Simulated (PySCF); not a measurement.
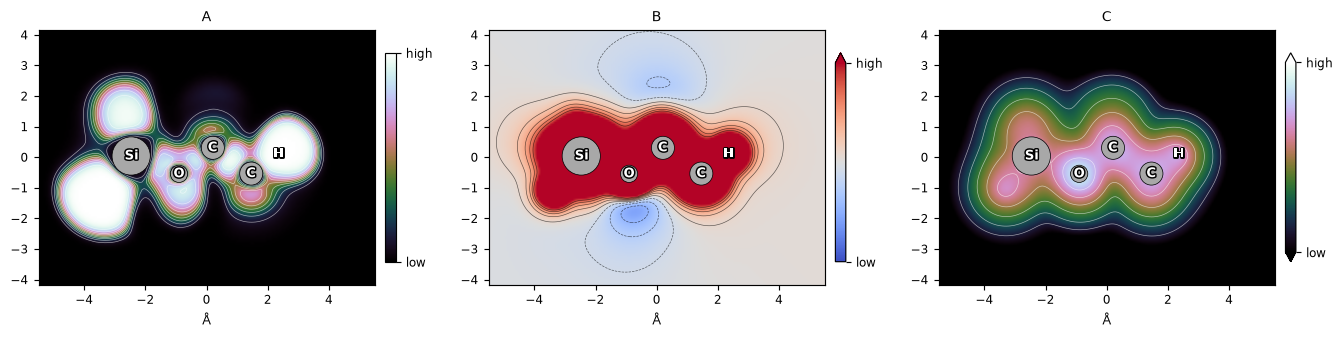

C₂H₁₀O₂Si₂ (SMILES CC(O[SiH3])O[SiH3]): 3 fields on the plane of atoms O4, C1 and C6, with unlabelled colour scales. Grey discs cover the atomic cores.

Geometry: PBE0-D3(BJ)/def2-SVP.

Theory: PBE0/pcSseg-1, SCF density, gas phase, non-relativistic (PySCF 2.14.0).

```
atom    x (Å)    y (Å)    z (Å)
   C   0.4719   0.7362  -0.1266
   O  -0.7655   0.6112   0.5192
  Si  -2.0724  -0.3304   0.0548
   O   1.2420  -0.4118   0.0674
  Si   1.4462  -1.0932   1.5862
   C   0.3441   0.9864  -1.6113
   H   0.9661   1.5971   0.3641
   H  -2.8127   0.3013  -1.0792
   H  -2.9519  -0.3980   1.2520
   H  -1.6462  -1.7023  -0.3543
   H   2.5908  -2.0332   1.4466
   H   1.7595  -0.0313   2.5908
   H   0.2371  -1.8489   2.0295
   H  -0.1128   0.1129  -2.1029
   H  -0.2733   1.8755  -1.8010
   H   1.3388   1.1382  -2.0519
```

The panels show electron density, electron localisation function and electrostatic potential in some order. Assign them.

Panel A: electron localisation function. Panel B: electrostatic potential (strongly positive close to the atoms, with negative regions outside electron-rich atoms). Panel C: electron density. From the grid: C–O (1.40 Å): ρ at the midpoint is about 2.1 e/Å³, with its minimum of 1.8 e/Å³ about 0.5 Å from C; the ELF peaks at about 0.90 between the atoms, as expected for a polar covalent bond. C–C (1.51 Å): the density is about 1.8 e/Å³ at the midpoint; the ELF peaks at about 0.95 between the atoms: localised, covalent bonding.
